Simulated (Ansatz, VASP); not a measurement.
## Na3Ir8Cl3 (3 units of NaCl (001) on Ir(100)): VASP beside Ansatz

Wanted: the spread between two codes on one cell, functional and k mesh.

Program: Ansatz 0.2.0. Level of theory: plane waves, with VASP 6.6.1 beside it; single point at PBE with D3(BJ). Results are calculated unless marked as measured.

## Step 1: The structure

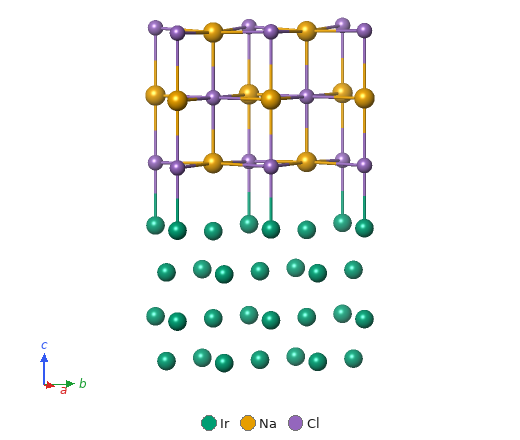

The starting structure, seen from the side, with the c axis up (iridium teal, sodium orange, chlorine purple). 1×2×1 cells are drawn. Some periodic images of atoms are drawn too.

The cell holds 14 atoms: 8 Ir, 3 Na and 3 Cl. Its edges and angles: a = 3.988 Å, b = 3.988 Å, c = 31.780 Å, α = 90.0°, β = 90.0°, γ = 90.0°. Vacuum lies along c.

## Step 2: Ansatz: single point, PBE with D3(BJ)

Ansatz runs on its default PAW (the set named soft_2) files.

A single point gives forces, pressure and levels at one fixed geometry, so differences don't come from the geometry; what else differs is listed under the comparison.

Contents of input.yaml:

```yaml
crystal:
  lattice:
    - [3.98808225, 0.0, 0.0]
    - [0.0, 3.98808225, 0.0]
    - [0.0, 0.0, 31.7797545145]
  atoms:
    - { symbol: Ir, position: [0.0, 0.5, 0.2847997124] }
    - { symbol: Ir, position: [0.5, 0.0, 0.2847997124] }
    - { symbol: Ir, position: [0.0, 0.0, 0.3399739238] }
    - { symbol: Ir, position: [0.5, 0.5, 0.3399650223] }
    - { symbol: Ir, position: [0.0, 0.5, 0.4008592822] }
    - { symbol: Ir, position: [0.5, 0.0, 0.4008592822] }
    - { symbol: Ir, position: [0.0, 0.0, 0.458927172] }
    - { symbol: Ir, position: [0.5, 0.5, 0.4540597124] }
    - { symbol: Na, position: [0.5, 0.5, 0.5430354532] }
    - { symbol: Na, position: [0.0, 0.0, 0.6289372979] }
    - { symbol: Na, position: [0.5, 0.5, 0.7140309311] }
    - { symbol: Cl, position: [0.0, 0.0, 0.5409880125] }
    - { symbol: Cl, position: [0.5, 0.5, 0.6286473669] }
    - { symbol: Cl, position: [0.0, 0.0, 0.7174739178] }
hamiltonian:
  xc: pbe
  pseudopotentials: { kind: paw }
  dispersion: d3bj
kpoints:
  mp_grid: { grid: [8, 8, 1] }
scf:
  occupations: { method: fermi_dirac, width: 0.1 }
  n_extra_bands: 7
efield:
  axis: 3
  dipole_correction: true
  ramp_width: 0.04
output:
  forces: true
  eigenvalues: true
```

Launch:

```console
$ ansatz run input.yaml --threads 4 --pin off --max-ram 9216MiB --backend cpu --events-out ev --progress --plain --runs-dir out
```

Numbers of over 12 decimals in the logs are rounded to 6 here.

The program printed:

```text
scf.n_extra_bands = 7 over 92 filled bands (N_el = 184.0): the run solves 99 bands
Engine: ansatz 0.2.0, aarch64-unknown-linux-gnu
Pseudopotentials: kind: paw
Pseudopotential: Ir, paw, valence charge 17, recommended cutoff 420 eV (normal), Ir.paw.azcp
Pseudopotential: Na, paw, valence charge 9, recommended cutoff 420 eV (normal), Na.paw.azcp
Pseudopotential: Cl, paw, valence charge 7, recommended cutoff 420 eV (normal), Cl.paw.azcp
Functional definition: PBE
  parameter kappa = 0.804
  parameter beta = 0.066725
  exchange = pbe_x(kappa = kappa, mu = beta*pi^2/3)
  correlation = pbe_c(beta = beta)
Crystal: 14 atoms, lattice volume = 505.451 Å³
Basis set: ecut = 420 eV, 9907 PW (Γ), exchange–correlation on 54×54×432 points (8 copies of the dense FFT grid, shifted against one another)
Bands: 99, of which v1, the nominal top of the filled ones, is band 92 counted from 1 (91 counted from 0)
Symmetry: 8 space group operations
Space group: P4mm (ITA 99), of the structure as read, at distance tolerance 8.0e-5 Å
k-points: 15 of 64
Non-local potential: Ir, projectors of the file, l = 0: 3, l = 1: 2, l = 2: 2, l = 3: 1
Non-local potential: Na, projectors of the file, l = 0: 3, l = 1: 2, l = 2: 1
Non-local potential: Cl, projectors of the file, l = 0: 2, l = 1: 2, l = 2: 2
PAW form: soft (Blöchl's): semilocal exchange-correlation on the pseudo side does not see the compensation charge
PAW one-centre angular grid: Ir, 590 points (default); XC on 64 Gauss nodes
PAW one-centre angular grid: Na, 110 points (default); XC on 64 Gauss nodes
PAW one-centre angular grid: Cl, 110 points (default); XC on 64 Gauss nodes
Initial density: superposition of atomic densities (neutral atoms: chi_scale 0, normalization atom), corrected by the library's trained network
Initial wavefunctions: pseudopotential atomic-orbital guess
Functional: x = pbe(κ = 0.804, μ = 0.219515), c = pbe(β = 0.066725)
SCF iter   1: F=—  HF=-103190.621252 eV  |F-HF|=—  |Δ(HF+E_count)|=         —  Δρ=8.04e-3  dr2=2.44e0  ethr=1.77e-3  p=0.115 e·Å  D=4.11e-2 V/Å  ΔV_dip=-1.31 eV  dr2_dipole=4.42e-2  V_vac-E_F(+/−)=3.71/5.02 eV  ⟨swp⟩=7.3  Hψ=6132  notcnv=0
efield: sawtooth ramp at fractional position 0.9811 (placed from the atoms, in the widest stretch of the axis that holds none; the zero of the levels goes with the place), width 0.0400; the density the first Hamiltonian is built on has a dipole p = 0.115 e·Å; the dipole correction subtracts the counter field D = 4.11e-2 V/Å, which shifts the + side's vacuum level by -1.31 eV against the − side's; the planar-averaged density in the ramp window peaks in size at 1.8e-5 e/Å³
preconditioner: auto → LDOS  [metal: Δε(μ)=0.015 eV  Ē_g=5.054 eV  σ=0.100 eV  W_gap=0.04  n_scr=110 (ndim 8)  ℏωp=16.2 eV  f_vac=0.476  D(μ)=12.11/eV (n_scr^D=72)  β→1.0]
SCF iter   2: F=—  HF=-103190.546114 eV  |F-HF|=—  |Δ(HF+E_count)|=   7.51e-2  Δρ=4.18e-3  dr2=1.80e-1  ethr=1.33e-3  p=0.294 e·Å  D=1.05e-1 V/Å  ΔV_dip=-3.35 eV  dr2_dipole=2.42e-2  V_vac-E_F(+/−)=2.14/5.49 eV  ⟨swp⟩=2.1  Hψ=2202  notcnv=0
SCF iter   3: F=—  HF=-103190.514783 eV  |F-HF|=—  |Δ(HF+E_count)|=   3.13e-2  Δρ=1.63e-3  dr2=6.64e-2  ethr=9.80e-5  p=0.173 e·Å  D=6.20e-2 V/Å  ΔV_dip=-1.97 eV  dr2_dipole=7.88e-4  V_vac-E_F(+/−)=3.46/5.43 eV  ⟨swp⟩=2.3  Hψ=2464  notcnv=0
SCF iter   4: F=—  HF=-103190.504318 eV  |F-HF|=—  |Δ(HF+E_count)|=   1.05e-2  Δρ=5.10e-4  dr2=4.01e-3  ethr=3.61e-5  p=0.224 e·Å  D=8.02e-2 V/Å  ΔV_dip=-2.55 eV  dr2_dipole=3.56e-4  V_vac-E_F(+/−)=2.95/5.50 eV  ⟨swp⟩=2.2  Hψ=2330  notcnv=0
SCF iter   5: F=—  HF=-103190.503551 eV  |F-HF|=—  |Δ(HF+E_count)|=   7.67e-4  Δρ=2.14e-4  dr2=3.70e-4  ethr=2.18e-6  p=0.211 e·Å  D=7.54e-2 V/Å  ΔV_dip=-2.40 eV  dr2_dipole=1.42e-5  V_vac-E_F(+/−)=3.12/5.52 eV  ⟨swp⟩=2.9  Hψ=2368  notcnv=0
SCF iter   6: F=—  HF=-103190.503605 eV  |F-HF|=—  |Δ(HF+E_count)|=   5.40e-5  Δρ=7.28e-5  dr2=7.74e-5  ethr=2.01e-7  p=0.212 e·Å  D=7.60e-2 V/Å  ΔV_dip=-2.42 eV  dr2_dipole=5.78e-8  V_vac-E_F(+/−)=3.11/5.53 eV  ⟨swp⟩=2.2  Hψ=2237  notcnv=0
SCF iter   7: F=—  HF=-103190.504678 eV  |F-HF|=—  |Δ(HF+E_count)|=   1.07e-3  Δρ=2.87e-5  dr2=1.01e-5  ethr=4.21e-8  p=0.212 e·Å  D=7.59e-2 V/Å  ΔV_dip=-2.41 eV  dr2_dipole=3.02e-8  V_vac-E_F(+/−)=3.13/5.54 eV  ⟨swp⟩=2.1  Hψ=2365  notcnv=0
SCF iter   8: F=—  HF=-103190.504678 eV  |F-HF|=—  |Δ(HF+E_count)|=   3.83e-7  Δρ=1.18e-5  dr2=1.50e-6  ethr=5.50e-9  p=0.212 e·Å  D=7.59e-2 V/Å  ΔV_dip=-2.41 eV  dr2_dipole=2.89e-8  V_vac-E_F(+/−)=3.13/5.54 eV  ⟨swp⟩=2.1  Hψ=2185  notcnv=0
SCF iter   9: F=—  HF=-103190.504679 eV  |F-HF|=—  |Δ(HF+E_count)|=   7.52e-7  Δρ=3.74e-6  dr2=1.30e-7  ethr=8.15e-10  p=0.212 e·Å  D=7.59e-2 V/Å  ΔV_dip=-2.41 eV  dr2_dipole=6.53e-9  V_vac-E_F(+/−)=3.13/5.54 eV  ⟨swp⟩=2.3  Hψ=2277  notcnv=0
SCF iter  10: F=-103190.504679 eV  HF=-103190.504679 eV  |F-HF|=2.26e-8  |Δ(HF+E_count)|=   2.08e-7  Δρ=1.33e-6  dr2=1.91e-8  ethr=5.43e-11  p=0.212 e·Å  D=7.59e-2 V/Å  ΔV_dip=-2.41 eV  dr2_dipole=1.63e-9  V_vac-E_F(+/−)=3.13/5.54 eV  ⟨swp⟩=5.7  Hψ=5593  notcnv=0
SCF 1 converged in 10 iterations: F = -103190.504679 eV  dr2 = 1.91e-8
  greatest PAW one-centre occupation: 1.000 electrons in one spin orbital (limit 2), on the Ir atom at site 2 (counted from 0), in its partial waves of l = 0
SCF converged after 10 iterations
Free energy (F): -103190.504679 eV
Harris-Foulkes:  -103190.504679 eV  (|F-HF|=2.26e-8)
Internal energy: -103190.095170 eV  (E = F + TS)
E sigma→0 (E₀):  -103190.299924 eV
Entropy (-TS):   -0.409509 eV (-29.251 meV/atom)
Fermi energy:    4.725608 eV
Dipole field:    D = 0.075907 V/Å  (p = 0.212030 e·Å, saw-weighted, corrected)
Work function:   Φ+ = 3.1271 eV   Φ− = 5.5394 eV
Levels:          The Fermi level and band energies are counted from a zero that moves with the ramp; work functions are not
--- Per-component energies (eV) ---
  E_band       = -4148.287569
  E_kinetic    = 5815.205021
  E_local      = -349460.795127  (includes V_loc(G=0)·N_el)
  E_nonlocal   = 1015.742959
  E_hartree    = 171662.112810
  E_xc         = -2573.516626
  E_vxc        = -2905.155294  (∫ρ·V_xc dr)
  E_paw        = -76554.855719  (= ΣΔE_a)
  E_vpaw       = -1965.583011  (= ΣTr[D̂ρ^β])
  E_aug_tail   = 0.000701  (compensation charges beyond the density's cutoff)
  E_efield     = 0.008047  (sawtooth field / dipole correction)
  E_vefield    = 28.078877  (∫n·V_field dr)
  E_ewald      = 146911.470817
  E_disp       = -5.468054  (pairwise vdW)
  E_smearing   = -0.409509  (= −TS)
  E_closure    = 0.000000  (closes the sum)
  Σ components = -103190.504679   (vs F -103190.504679, Δ=0.00e0)
--- Forces (eV/Å), atoms counted from 1 ---
  atom   1  Ir    -0.00000000     0.00000000     0.04156701
  atom   2  Ir    -0.00000000     0.00000000     0.04156701
  atom   3  Ir     0.00000000     0.00000000    -0.00075678
  atom   4  Ir    -0.00000000     0.00000000    -0.03810574
  atom   5  Ir    -0.00000000     0.00000000    -0.00157901
  atom   6  Ir    -0.00000000     0.00000000    -0.00157901
  atom   7  Ir     0.00000000     0.00000000    -0.02166207
  atom   8  Ir     0.00000000     0.00000000    -0.01966237
  atom   9  Na    -0.00000000     0.00000000    -0.03230635
  atom  10  Na     0.00000000     0.00000000     0.02801781
  atom  11  Na    -0.00000000     0.00000000     0.04076236
  atom  12  Cl     0.00000000     0.00000000    -0.03736114
  atom  13  Cl    -0.00000000     0.00000000    -0.00166546
  atom  14  Cl     0.00000000     0.00000000     0.00284312
  max |Σ_I F_I| component: 7.94e-5 eV/Å
--- Band table (eV; the first three rows and the last of 15) ---
  k-point 0: bands = [... 88 lower, 4.8897, 4.9141, 5.1595, 5.2885, 5.6152, 5.6163, 5.6280, 5.7239, ... 3 higher]
  k-point 1: bands = [... 88 lower, 4.6452, 4.7684, 5.0030, 5.0105, 5.1048, 5.3442, 5.4002, 5.5459, ... 3 higher]
  k-point 2: bands = [... 88 lower, 4.2328, 4.3559, 4.3863, 4.7166, 4.7249, 4.8033, 4.9365, 5.3274, ... 3 higher]
  k-point 14: bands = [... 88 lower, 4.4824, 4.5428, 4.5428, 4.6867, 5.5761, 5.5761, 5.5850, 5.6698, ... 3 higher]
```

The job ended after 18 s (4 threads of Arm Neoverse V2, shared host; peak memory 1.5 GiB).

## Step 3: VASP: single point, PBE with D3(BJ)

The same cell, functional, mesh and smearing now go to VASP, with its own data sets and cutoff.

Lines of VASP's logs that name or quote its potential files are left out, and so is its time.

Contents of INCAR:

```
SYSTEM = Na3Ir8Cl3
PREC = Normal
ENCUT = 300
EDIFF = 1E-06
NELM = 120
ISMEAR = -1
SIGMA = 0.1
LREAL = Auto
ALGO = Fast
GGA = PE
IVDW = 12
NBANDS = 80
LORBIT = 11
LWAVE = .FALSE.
LCHARG = .TRUE.
IDIPOL = 3
LDIPOL = .TRUE.
DIPOL = 0.5 0.5 0.481
LVHAR = .TRUE.
LVACPOTAV = .TRUE.
LELF = .TRUE.
NEDOS = 1500
```

Contents of POSCAR:

```
Na3Ir8Cl3
1.0
    3.9880822500      0.0000000000      0.0000000000
    0.0000000000      3.9880822500      0.0000000000
    0.0000000000      0.0000000000     31.7797545145
Ir Na Cl
8 3 3
Direct
    0.0000000000      0.5000000000      0.2847997124
    0.5000000000      0.0000000000      0.2847997124
    0.0000000000      0.0000000000      0.3399739238
    0.5000000000      0.5000000000      0.3399650223
    0.0000000000      0.5000000000      0.4008592822
    0.5000000000      0.0000000000      0.4008592822
    0.0000000000      0.0000000000      0.4589271720
    0.5000000000      0.5000000000      0.4540597124
    0.5000000000      0.5000000000      0.5430354532
    0.0000000000      0.0000000000      0.6289372979
    0.5000000000      0.5000000000      0.7140309311
    0.0000000000      0.0000000000      0.5409880125
    0.5000000000      0.5000000000      0.6286473669
    0.0000000000      0.0000000000      0.7174739178
```

Contents of KPOINTS:

```
Automatic mesh
0
Gamma
8 8 1
0 0 0
```

The projector-augmented-wave data sets are Ir, Na and Cl (PBE family, release 64).

Launch:

```console
$ mpirun -np 4 vasp_std
```

The program printed:

```text
[banner, memory and clock lines left out]
running    4 mpi-ranks, on    1 nodes
 distrk:  each k-point on    4 cores,    1 groups
 distr:  one band on    1 cores,    4 groups

 POSCAR found type information on POSCAR IrNaCl
 POSCAR found :  3 types and      14 ions
 LDA part: xc-table for (Slater+PW92), standard interpolation
 POSCAR, INCAR and KPOINTS ok, starting setup
 FFT: planning ... GRIDC
 FFT: planning ... GRID_SOFT
 FFT: planning ... GRID
 WAVECAR not read
 entering main loop
       N       E                     dE             d eps       ncg     rms          rms(c)
DAV:   1     0.620296336860E+03    0.62030E+03   -0.27341E+04  2448   0.647E+02
DAV:   2    -0.260399690809E+02   -0.64634E+03   -0.57922E+03  2616   0.255E+02
DAV:   3    -0.888804143877E+02   -0.62840E+02   -0.60686E+02  2960   0.742E+01
DAV:   4    -0.905070603269E+02   -0.16266E+01   -0.16170E+01  2824   0.137E+01
DAV:   5    -0.905590600384E+02   -0.52000E-01   -0.51976E-01  3048   0.219E+00    0.343E+01
RMM:   6    -0.889476928619E+02    0.16114E+01   -0.90796E+00  2828   0.128E+01    0.250E+01
RMM:   7    -0.180689768628E+03   -0.91742E+02   -0.43832E+01  3642   0.180E+01    0.891E+01
RMM:   8    -0.109658280127E+03    0.71031E+02   -0.10634E+01  3164   0.807E+00    0.530E+01
RMM:   9    -0.114123470632E+03   -0.44652E+01   -0.23528E+00  2956   0.518E+00    0.487E+01
RMM:  10    -0.961561853091E+02    0.17967E+02   -0.57501E+00  3191   0.636E+00    0.239E+01
RMM:  11    -0.872404035003E+02    0.89158E+01   -0.55201E+00  3302   0.555E+00    0.115E+01
RMM:  12    -0.863256593856E+02    0.91474E+00   -0.11854E+00  2891   0.346E+00    0.846E+00
RMM:  13    -0.856000229916E+02    0.72564E+00   -0.40547E-01  2854   0.213E+00    0.593E+00
RMM:  14    -0.855425220761E+02    0.57501E-01   -0.25800E-01  2912   0.176E+00    0.488E+00
[...]
RMM:  34    -0.851934354568E+02    0.27012E-02   -0.30669E-04  3643   0.323E-02    0.111E-01
RMM:  35    -0.851902833547E+02    0.31521E-02   -0.98893E-04  4083   0.540E-02    0.455E-02
RMM:  36    -0.851896908161E+02    0.59254E-03   -0.18699E-04  3542   0.255E-02    0.238E-02
RMM:  37    -0.851895828085E+02    0.10801E-03   -0.64207E-05  3320   0.157E-02    0.106E-02
RMM:  38    -0.851895773790E+02    0.54295E-05   -0.55551E-05  3245   0.133E-02    0.104E-02
RMM:  39    -0.851895922973E+02   -0.14918E-04   -0.95490E-06  2864   0.683E-03    0.113E-02
RMM:  40    -0.851895992091E+02   -0.69118E-05   -0.20761E-06  2318   0.411E-03    0.124E-02
RMM:  41    -0.851895995637E+02   -0.35462E-06   -0.58001E-07  2188   0.246E-03
|                                                                             |
|           W    W    AA    RRRRR   N    N  II  N    N   GGGG   !!!           |
|           W    W   A  A   R    R  NN   N  II  NN   N  G    G  !!!           |
|           W    W  A    A  R    R  N N  N  II  N N  N  G       !!!           |
|           W WW W  AAAAAA  RRRRR   N  N N  II  N  N N  G  GGG   !            |
|           WW  WW  A    A  R   R   N   NN  II  N   NN  G    G                |
|           W    W  A    A  R    R  N    N  II  N    N   GGGG   !!!           |
|                                                                             |
|     Did not find any points to average over, which means that no vacuum     |
|     field-free region was found. Please increase the size of  your cell     |
|     in the dimension of the dipole correction to obtain accurate            |
|     workfunction values.                                                    |
|                                                                             |

   1 F= -.90656893E+02 E0= -.90450212E+02  d E =-.413361E+00
```

[end of part 1 of 2]

[Lines on the potential files, build, host, timing and source positions are cut from VASP's logs without a mark.]

[Logs are printed without paths, hosts, clocks, repeated set-up lines and the standing remarks that a program may print on its own settings, such as how far it seeks lower states.]

[Hosts, paths, dates, database ids (printed as entryN), source tags and the programs' standing remarks are cut or masked in the printed files.]
